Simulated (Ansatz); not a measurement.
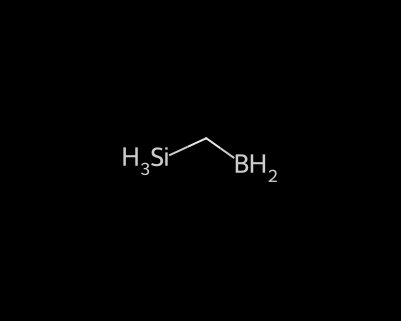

Figure made from data computed with Ansatz.

2D structure.

Question: Write the SMILES.

Answer: BC[SiH3]

Question: Give the formula, hydrogens included.

Answer: CH7BSi.
